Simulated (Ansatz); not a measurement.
# C2H5FS: a spread of methods and bases

How do the results and run time of C2H5FS respond when the settings are drawn wide?

The runs use Ansatz 0.2.0, Gaussian basis; the settings change from run to run.

## (1) The geometry

The geometry comes from an earlier relaxation with PBE0-D4 in a triple-zeta def2 set; it is a stationary point, not always the lowest conformer.

SMILES `CSCF`, 9 atoms, charge 0, spin multiplicity 1.

Atoms are counted from 1 here; the program's logs count them from 0.

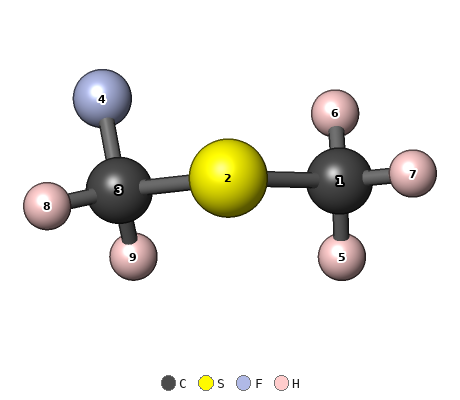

The structure; carbon dark grey, sulfur yellow, fluorine light blue, hydrogen pink; atoms are numbered from 1 in the order of the file.

## (2) rPW86-PBE/def2-TZVPD

Options: finite nuclei.

Contents of in.yaml:

```yaml
crystal:
  periodic: [false, false, false]
  atoms:
    - {symbol: C, position_ang: [-0.632991, 1.035957, 0.624993]}
    - {symbol: S, position_ang: [0.089444, 0.664657, -0.980338]}
    - {symbol: C, position_ang: [0.607522, -1.012136, -0.701235]}
    - {symbol: F, position_ang: [1.696291, -1.111053, 0.142677]}
    - {symbol: H, position_ang: [-1.475898, 0.376354, 0.837517]}
    - {symbol: H, position_ang: [0.115323, 0.957791, 1.412957]}
    - {symbol: H, position_ang: [-0.992402, 2.064107, 0.580512]}
    - {symbol: H, position_ang: [0.884184, -1.424293, -1.674203]}
    - {symbol: H, position_ang: [-0.203072, -1.597784, -0.260081]}
basis:
  gaussian: {orbitals: def2-TZVPD, nuclear_model: gaussian}
hamiltonian: {xc: {name: rPW86-PBE}}
```

On the command line:

```sh
> ansatz run in.yaml --threads 2 --pin off --events-out ev --progress --plain --max-ram 4352MiB
```

The log of the run:

```text
Functional definition: rPW86-PBE
  name "rPW86-PBE"
  cite "Murray, Lee & Langreth, J. Chem. Theory Comput. 5, 2754 (2009) doi:10.1021/ct900365q"
  cite "Perdew, Burke & Ernzerhof, Phys. Rev. Lett. 77, 3865 (1996) doi:10.1103/PhysRevLett.77.3865"
  parent pbe
  exchange = rpw86_x
  correlation = pbe_c
1093 factors; their error is unknown
mean field evaluation 1: about -15719.0363 eV, gradient 6.8e1 eV
mean field evaluation 2: about -15702.6061 eV, gradient 1.0e2 eV
mean field evaluation 4: about -15729.0660 eV, gradient 8.0e0 eV
mean field evaluation 8: about -15729.1779 eV, gradient 1.7e-1 eV
mean field evaluation 16: about -15729.1445 eV, gradient 5.8e-4 eV
mean field -15729.14450121 eV, -578.0353988222 hartree, gradient 3.9e-5 eV, S^2 0.000000; 0 other end points of the search recorded, 0 dependent functions left out
reference -15729.14463699 eV, -578.0354038122 hartree; 21, 21 occupied and 184, 184 virtual orbitals, 1093 factors
Total energy: -15729.14463699 eV, -578.0354038122 hartree
```

It took 8.5 s on 2 threads of Arm Neoverse V1, shared host; peak memory 0.43 GiB.

## (3) B3LYP5/def2-TZVPD

Set apart from the defaults: finite nuclei.

in.yaml, as its differences from that of step 2:

```diff
@@ -14,2 +14,3 @@
   gaussian: {orbitals: def2-TZVPD, nuclear_model: gaussian}
-hamiltonian: {xc: {name: rPW86-PBE}}
+hamiltonian: {xc: {name: B3LYP5}}
+output: {forces: true}
```

Launched as before.

The log of the run (excerpt; [...] marks lines left out):

```text
Functional definition: B3LYP5
  name "B3LYP5"
  cite "Stephens, Devlin, Chabalowski & Frisch, J. Phys. Chem. 98, 11623 (1994) doi:10.1021/j100096a001"
  cite "Becke, Phys. Rev. A 38, 3098 (1988) doi:10.1103/PhysRevA.38.3098"
  cite "Lee, Yang & Parr, Phys. Rev. B 37, 785 (1988) doi:10.1103/PhysRevB.37.785"
  cite "Vosko, Wilk & Nusair, Can. J. Phys. 58, 1200 (1980) doi:10.1139/p80-159"
[...]
1096 factors; their error is unknown
[...]
mean field -15706.42474110 eV, -577.2004630383 hartree, gradient 2.4e-5 eV, S^2 0.000000; 0 other end points of the search recorded, 0 dependent functions left out
[...]
reference -15706.42502538 eV, -577.2004734855 hartree; 21, 21 occupied and 184, 184 virtual orbitals, 1096 factors
Total energy: -15706.42502538 eV, -577.2004734855 hartree
Atom 0 at    -0.632991     1.035957     0.624993 Å, force    -0.135342     0.110841     0.284358 eV/Å
Atom 1 at     0.089444     0.664657    -0.980338 Å, force     0.037231     0.214016    -0.320778 eV/Å
Atom 2 at     0.607522    -1.012136    -0.701235 Å, force    -0.320408    -0.248820    -0.325235 eV/Å
Atom 3 at     1.696291    -1.111053     0.142677 Å, force     0.394805    -0.065997     0.298834 eV/Å
Atom 4 at    -1.475898     0.376354     0.837517 Å, force     0.012803     0.018051     0.012273 eV/Å
Atom 5 at     0.115323     0.957791     1.412957 Å, force    -0.034810     0.014029     0.000489 eV/Å
Atom 6 at    -0.992402     2.064107     0.580512 Å, force    -0.000520    -0.018622     0.017924 eV/Å
Atom 7 at     0.884184    -1.424293    -1.674203 Å, force     0.003082    -0.015503     0.042778 eV/Å
Atom 8 at    -0.203072    -1.597784    -0.260081 Å, force     0.043159    -0.007995    -0.010643 eV/Å
Dipole moment:    -0.349943    -0.050720     0.077079 e Å
```

Run time: 6.5 s. Hardware: 2 threads of Arm Neoverse V1, shared host; peak memory 0.45 GiB.

Largest force 0.520 eV/Å, dipole 1.74 D.

## (4) revPBE0/STO-3G

Options: atoms shaken by 0.08 Å, finite nuclei.

Contents of in.yaml:

```yaml
crystal:
  periodic: [false, false, false]
  atoms:
    - {symbol: C, position_ang: [-0.667719, 0.968674, 0.624476]}
    - {symbol: S, position_ang: [-0.092547, 0.678518, -1.044248]}
    - {symbol: C, position_ang: [0.549277, -1.083916, -0.650628]}
    - {symbol: F, position_ang: [1.645176, -1.167746, 0.053546]}
    - {symbol: H, position_ang: [-1.547133, 0.317645, 0.894559]}
    - {symbol: H, position_ang: [0.262808, 0.960743, 1.542178]}
    - {symbol: H, position_ang: [-1.101268, 2.052381, 0.660226]}
    - {symbol: H, position_ang: [0.954131, -1.392416, -1.801363]}
    - {symbol: H, position_ang: [-0.264205, -1.531525, -0.232999]}
basis:
  gaussian: {orbitals: STO-3G, nuclear_model: gaussian}
hamiltonian: {xc: {name: revPBE0}}
```

Same command.

The log of the run:

```text
Functional definition: revPBE0
  name "revPBE0"
  cite "Zhang & Yang, Phys. Rev. Lett. 80, 890 (1998) doi:10.1103/PhysRevLett.80.890"
  cite "Adamo & Barone, J. Chem. Phys. 110, 6158 (1999) doi:10.1063/1.478522"
  cite "Perdew, Burke & Ernzerhof, Phys. Rev. Lett. 77, 3865 (1996) doi:10.1103/PhysRevLett.77.3865"
  parameter a = 0.25
  parameter kappa = 1.245
  parameter beta = 0.06672455060314922
  exchange = (1 - a)*pbe_x(kappa = kappa, mu = beta*pi^2/3) + a*exact_x
  correlation = pbe_c(beta = beta)
382 factors; integrals over basis functions are off by at most 4.0e-5 eV
mean field evaluation 1: about -15517.4085 eV, gradient 1.7e1 eV
mean field evaluation 2: about -15517.2854 eV, gradient 1.9e1 eV
mean field evaluation 4: about -15518.3106 eV, gradient 4.0e-1 eV
mean field evaluation 8: about -15518.2764 eV, gradient 2.3e-2 eV
mean field -15518.27642604 eV, -570.2861399913 hartree, gradient 1.7e-5 eV, S^2 0.000000; 0 other end points of the search recorded, 0 dependent functions left out
reference -15518.27644441 eV, -570.2861406665 hartree; 21, 21 occupied and 8, 8 virtual orbitals, 382 factors
Total energy: -15518.27644441 eV, -570.2861406665 hartree
```

Run time: 0.55 s. Hardware: 2 threads of Arm Neoverse V1, shared host; peak memory 0.43 GiB.

## (5) SPW92/cc-pVTZ

Contents of in.yaml:

```yaml
crystal:
  periodic: [false, false, false]
  atoms:
    - {symbol: C, position_ang: [-0.632991, 1.035957, 0.624993]}
    - {symbol: S, position_ang: [0.089444, 0.664657, -0.980338]}
    - {symbol: C, position_ang: [0.607522, -1.012136, -0.701235]}
    - {symbol: F, position_ang: [1.696291, -1.111053, 0.142677]}
    - {symbol: H, position_ang: [-1.475898, 0.376354, 0.837517]}
    - {symbol: H, position_ang: [0.115323, 0.957791, 1.412957]}
    - {symbol: H, position_ang: [-0.992402, 2.064107, 0.580512]}
    - {symbol: H, position_ang: [0.884184, -1.424293, -1.674203]}
    - {symbol: H, position_ang: [-0.203072, -1.597784, -0.260081]}
basis:
  gaussian: {orbitals: cc-pVTZ}
hamiltonian: {xc: {name: SPW92}}
```

Launched as before.

The log of the run:

```text
Functional definition: SPW92
  name "SPW92"
  cite "Dirac, Proc. Camb. Phil. Soc. 26, 376 (1930) doi:10.1017/S0305004100016108"
  cite "Slater, Phys. Rev. 81, 385 (1951) doi:10.1103/PhysRev.81.385"
  cite "Perdew & Wang, Phys. Rev. B 45, 13244 (1992) doi:10.1103/PhysRevB.45.13244"
  exchange = slater_x
  correlation = pw_c
1042 factors; their error is unknown
mean field evaluation 1: about -15625.5362 eV, gradient 6.6e1 eV
mean field evaluation 2: about -15610.8482 eV, gradient 9.6e1 eV
mean field evaluation 4: about -15634.9271 eV, gradient 5.1e0 eV
mean field evaluation 8: about -15634.9899 eV, gradient 1.4e-1 eV
mean field evaluation 16: about -15634.9527 eV, gradient 7.0e-5 eV
mean field -15634.95269862 eV, -574.5739139226 hartree, gradient 9.0e-5 eV, S^2 0.000000; 0 other end points of the search recorded, 0 dependent functions left out
reference -15634.95272880 eV, -574.5739150318 hartree; 21, 21 occupied and 173, 173 virtual orbitals, 1042 factors
Total energy: -15634.95272880 eV, -574.5739150318 hartree
```

Run time: 1.4 s. Hardware: 2 threads of Arm Neoverse V1, shared host; peak memory 0.43 GiB.

## (6) r2SCANh/cc-pVTZ-DK

Options: charge +1, multiplicity 2.

in.yaml, as its differences from that of step 5:

```diff
@@ -13,3 +13,5 @@
 basis:
-  gaussian: {orbitals: cc-pVTZ}
-hamiltonian: {xc: {name: SPW92}}
+  gaussian: {orbitals: cc-pVTZ-DK}
+total_charge: 1
+magnetization: {spin_polarized: true, initial_magnetization: 1}
+hamiltonian: {xc: {name: r2SCANh}}
```

The command is unchanged.

The log of the run (excerpt; [...] marks lines left out):

```text
Functional definition: r2SCANh
  name "r2SCANh"
  cite "Bursch, Neugebauer, Ehlert & Grimme, J. Chem. Phys. 156, 134105 (2022) doi:10.1063/5.0086040"
  cite "Furness, Kaplan, Ning, Perdew & Sun, J. Phys. Chem. Lett. 11, 8208 (2020) doi:10.1021/acs.jpclett.0c02405"
  cite "Furness, Kaplan, Ning, Perdew & Sun, J. Phys. Chem. Lett. 11, 9248 (2020) doi:10.1021/acs.jpclett.0c03077"
  parent r2scan
[...]
1046 factors; their error is unknown
[...]
mean field -15730.04662862 eV, -578.0685513932 hartree, gradient 5.8e-5 eV, S^2 0.758164; 0 other end points of the search recorded, 0 dependent functions left out
reference -15730.04663844 eV, -578.0685517543 hartree; 21, 20 occupied and 173, 174 virtual orbitals, 1046 factors
Total energy: -15730.04663844 eV, -578.0685517543 hartree
Relativity: scalar
```

Wall time 12 s (2 threads of Arm Neoverse V1, shared host); peak memory 0.53 GiB.

⟨S²⟩ 0.758.

## (7) B97/cc-pVTZ-DK

Set apart from the defaults: charge +1, multiplicity 2, atoms shaken by 0.03 Å.

Contents of in.yaml:

```yaml
crystal:
  periodic: [false, false, false]
  atoms:
    - {symbol: C, position_ang: [-0.624803, 1.063521, 0.646590]}
    - {symbol: S, position_ang: [0.098593, 0.597040, -0.989250]}
    - {symbol: C, position_ang: [0.652443, -0.999245, -0.748061]}
    - {symbol: F, position_ang: [1.708526, -1.056514, 0.133929]}
    - {symbol: H, position_ang: [-1.478401, 0.360551, 0.817497]}
    - {symbol: H, position_ang: [0.081571, 0.947017, 1.423210]}
    - {symbol: H, position_ang: [-1.012489, 2.080012, 0.564344]}
    - {symbol: H, position_ang: [0.845181, -1.422669, -1.680356]}
    - {symbol: H, position_ang: [-0.176767, -1.615064, -0.290868]}
basis:
  gaussian: {orbitals: cc-pVTZ-DK}
total_charge: 1
magnetization: {spin_polarized: true, initial_magnetization: 1}
hamiltonian: {xc: {name: B97}}
```

The command is unchanged.

The log of the run (excerpt; [...] marks lines left out):

```text
Functional definition: B97
  name "B97"
  cite "Becke, J. Chem. Phys. 107, 8554 (1997) doi:10.1063/1.475007"
[...]
      + integral(e_c_pw_opposite_spin*poly(b97_u_opposite, cos0, cos1, cos2))
1062 factors; their error is unknown
[...]
mean field -15730.30943698 eV, -578.0782094223 hartree, gradient 3.1e-5 eV, S^2 0.754416; 0 other end points of the search recorded, 0 dependent functions left out
reference -15730.30945839 eV, -578.0782102091 hartree; 21, 20 occupied and 173, 174 virtual orbitals, 1062 factors
Total energy: -15730.30945839 eV, -578.0782102091 hartree
Relativity: scalar
```

It took 15 s on 2 threads of Arm Neoverse V1, shared host; peak memory 0.57 GiB.

⟨S²⟩ 0.754.

## (8) PBE-QIDH/def2-mTZVP

This run has high accuracy.

Contents of in.yaml:

```yaml
crystal:
  periodic: [false, false, false]
  atoms:
    - {symbol: C, position_ang: [-0.632991, 1.035957, 0.624993]}
    - {symbol: S, position_ang: [0.089444, 0.664657, -0.980338]}
    - {symbol: C, position_ang: [0.607522, -1.012136, -0.701235]}
    - {symbol: F, position_ang: [1.696291, -1.111053, 0.142677]}
    - {symbol: H, position_ang: [-1.475898, 0.376354, 0.837517]}
    - {symbol: H, position_ang: [0.115323, 0.957791, 1.412957]}
    - {symbol: H, position_ang: [-0.992402, 2.064107, 0.580512]}
    - {symbol: H, position_ang: [0.884184, -1.424293, -1.674203]}
    - {symbol: H, position_ang: [-0.203072, -1.597784, -0.260081]}
basis:
  gaussian: {orbitals: def2-mTZVP}
hamiltonian: {xc: {name: PBE-QIDH}}
accuracy: high
```

Same command.

The log of the run (excerpt; [...] marks lines left out):

```text
Functional definition: PBE-QIDH
  name "PBE-QIDH"
  cite "Brémond, Sancho-García, Pérez-Jiménez & Adamo, J. Chem. Phys. 141, 031101 (2014) doi:10.1063/1.4890314"
  cite "Perdew, Burke & Ernzerhof, Phys. Rev. Lett. 77, 3865 (1996) doi:10.1103/PhysRevLett.77.3865"
[...]
1975 factors; integrals over basis functions are off by at most 4.0e-9 eV
[...]
mean field -15689.55856600 eV, -576.5806425358 hartree, gradient 7.6e-9 eV, S^2 0.000000; 0 other end points of the search recorded, 0 dependent functions left out
8 core orbitals not correlated: weight in the atoms' cores, before any rotation towards them, 1.000 or more for the frozen orbitals, at most 0.000 for the correlated occupied ones
reference -15689.55856700 eV, -576.5806425724 hartree; 13, 13 occupied and 73, 73 virtual orbitals, 1975 factors
second order -18.43496778 eV of doubles, -0.00000000 eV of singles
Total energy: -15695.70355626 eV, -576.8064667625 hartree
```

Run time: 7 s. Hardware: 2 threads of Arm Neoverse V1, shared host; peak memory 0.43 GiB.

## (9) B97M-V/def2-mTZVPP

Options: charge +1, multiplicity 2, atoms shaken by 0.08 Å.

Contents of in.yaml:

```yaml
crystal:
  periodic: [false, false, false]
  atoms:
    - {symbol: C, position_ang: [-0.677743, 0.974362, 0.724924]}
    - {symbol: S, position_ang: [-0.002099, 0.637365, -1.025787]}
    - {symbol: C, position_ang: [0.643062, -1.071235, -0.581313]}
    - {symbol: F, position_ang: [1.799217, -0.964932, 0.059252]}
    - {symbol: H, position_ang: [-1.447933, 0.303301, 0.749304]}
    - {symbol: H, position_ang: [-0.018673, 0.950925, 1.394367]}
    - {symbol: H, position_ang: [-0.981813, 1.995794, 0.456412]}
    - {symbol: H, position_ang: [1.025166, -1.558910, -1.774143]}
    - {symbol: H, position_ang: [-0.212194, -1.592100, -0.393428]}
basis:
  gaussian: {orbitals: def2-mTZVPP}
total_charge: 1
magnetization: {spin_polarized: true, initial_magnetization: 1}
hamiltonian: {xc: {name: B97M-V}}
```

Launched as before.

The log of the run (excerpt; [...] marks lines left out):

```text
Functional definition: B97M-V
  name "B97M-V"
  cite "Mardirossian & Head-Gordon, J. Chem. Phys. 142, 074111 (2015) doi:10.1063/1.4907719"
  cite "Becke, J. Chem. Phys. 107, 8554 (1997) doi:10.1063/1.475007"
  cite "Vydrov & Van Voorhis, J. Chem. Phys. 133, 244103 (2010) doi:10.1063/1.3521275"
  # Of w^i u^j: cxij and so on, Table III.
[...]
  gx(w, u) = cx00 + cx01*u + cx02*u^2 + (cx10 + cx11*u)*w
  gss(w, u) = css00 + css02*u^2 + css10*w + (css32*w^3 + css42*w^4)*u^2
  gos(w, u) = cos00 + cos01*u + cos03*u^3 + cos10*w + cos32*w^3*u^2
[...]
      + integral(e_c_pw_mod_opposite_spin*gos(b97_w_opposite, b97_u_opposite)) + vv10(b, c)
1058 factors; their error is unknown
[...]
mean field -15694.53055727 eV, -576.7633598447 hartree, gradient 5.9e-5 eV, S^2 0.755488; 1 other end points of the search recorded, 0 dependent functions left out
reference -15694.53060043 eV, -576.7633614309 hartree; 21, 20 occupied and 93, 94 virtual orbitals, 1058 factors
Total energy: -15694.53060043 eV, -576.7633614309 hartree
```

Wall time 14 s (2 threads of Arm Neoverse V1, shared host); peak memory 0.43 GiB.

⟨S²⟩ 0.755.

## (10) r2SCAN0/aug-cc-pVDZ

Options: coordinates scaled by 1.05, D3(BJ) dispersion, the search for lower states set to full.

Contents of in.yaml:

```yaml
crystal:
  periodic: [false, false, false]
  atoms:
    - {symbol: C, position_ang: [-0.664641, 1.087755, 0.656243]}
    - {symbol: S, position_ang: [0.093916, 0.697890, -1.029355]}
    - {symbol: C, position_ang: [0.637898, -1.062743, -0.736297]}
    - {symbol: F, position_ang: [1.781105, -1.166606, 0.149811]}
    - {symbol: H, position_ang: [-1.549693, 0.395171, 0.879393]}
    - {symbol: H, position_ang: [0.121089, 1.005680, 1.483605]}
    - {symbol: H, position_ang: [-1.042022, 2.167313, 0.609538]}
    - {symbol: H, position_ang: [0.928393, -1.495508, -1.757913]}
    - {symbol: H, position_ang: [-0.213225, -1.677673, -0.273085]}
basis:
  gaussian: {orbitals: aug-cc-pVDZ}
hamiltonian: {xc: {name: r2SCAN0}, dispersion: d3bj}
scf: {lower_state_search: full}
```

Same command.

The log of the run (excerpt; [...] marks lines left out):

```text
Warning: the engine holds no damping parameters fitted to this dispersion correction and functional, so the run takes those fitted to r2scan0 beside the three-body term, which d3bj leaves out (hamiltonian.dispersion, under Limitations)
Functional definition: r2SCAN0
  name "r2SCAN0"
  cite "Bursch, Neugebauer, Ehlert & Grimme, J. Chem. Phys. 156, 134105 (2022) doi:10.1063/5.0086040"
  cite "Furness, Kaplan, Ning, Perdew & Sun, J. Phys. Chem. Lett. 11, 8208 (2020) doi:10.1021/acs.jpclett.0c02405"
  cite "Furness, Kaplan, Ning, Perdew & Sun, J. Phys. Chem. Lett. 11, 9248 (2020) doi:10.1021/acs.jpclett.0c03077"
  parent r2scan
[...]
1343 factors; their error is unknown
[...]
mean field -15703.97314956 eV, -577.1103687109 hartree, gradient 3.4e-5 eV, S^2 0.000000; 0 other end points of the search recorded, 0 dependent functions left out
reference -15703.97316966 eV, -577.1103694498 hartree; 21, 21 occupied and 120, 120 virtual orbitals, 1343 factors
Total energy: -15704.02147852 eV, -577.1121447675 hartree
```

It took 5.5 s on 2 threads of Arm Neoverse V1, shared host; peak memory 0.43 GiB.

## (11) All runs side by side

```
               level  charge  multiplicity  geometry  functions  energy (eV)    time
rPW86-PBE/def2-TZVPD       0             1   relaxed        205   -15729.145   8.5 s
   B3LYP5/def2-TZVPD       0             1   relaxed        205   -15706.425   6.5 s
      revPBE0/STO-3G       0             1    shaken         29   -15518.276  0.55 s
       SPW92/cc-pVTZ       0             1   relaxed        194   -15634.953   1.4 s
  r2SCANh/cc-pVTZ-DK       1             2   relaxed        194   -15730.047    12 s
      B97/cc-pVTZ-DK       1             2    shaken        194   -15730.309    15 s
 PBE-QIDH/def2-mTZVP       0             1   relaxed         94   -15695.704     7 s
  B97M-V/def2-mTZVPP       1             2    shaken        114   -15694.531    14 s
 r2SCAN0/aug-cc-pVDZ       0             1    scaled        141   -15704.021   5.5 s
```

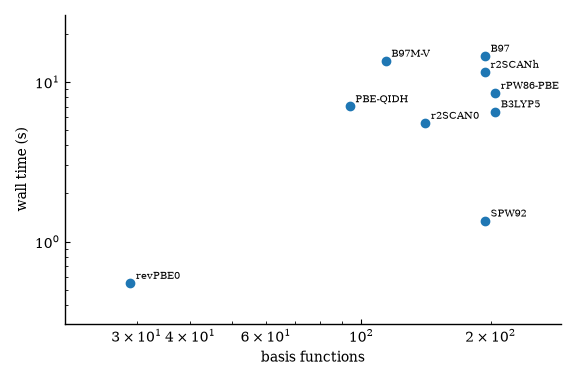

Wall time against the number of basis functions (shared host).

## (12) Summary of results

| quantity | value |
| --- | --- |
| runs | 9 |
| quickest | revPBE0/STO-3G, 0.55 s |
| slowest | B97/cc-pVTZ-DK, 15 s |
| spread of total energies, same state and geometry | 94.2 eV |

In words: Run time spans a factor of 26, from revPBE0/STO-3G to B97/cc-pVTZ-DK. The jobs differ in tasks and options as well as level. The totals spread over 94 eV; they can't be compared across methods or bases. At the PBE0-D4/def2-TZVP geometry and in the same state, runs without warnings or point charges leave forces up to 0.52 eV/Å (B3LYP5/def2-TZVPD).
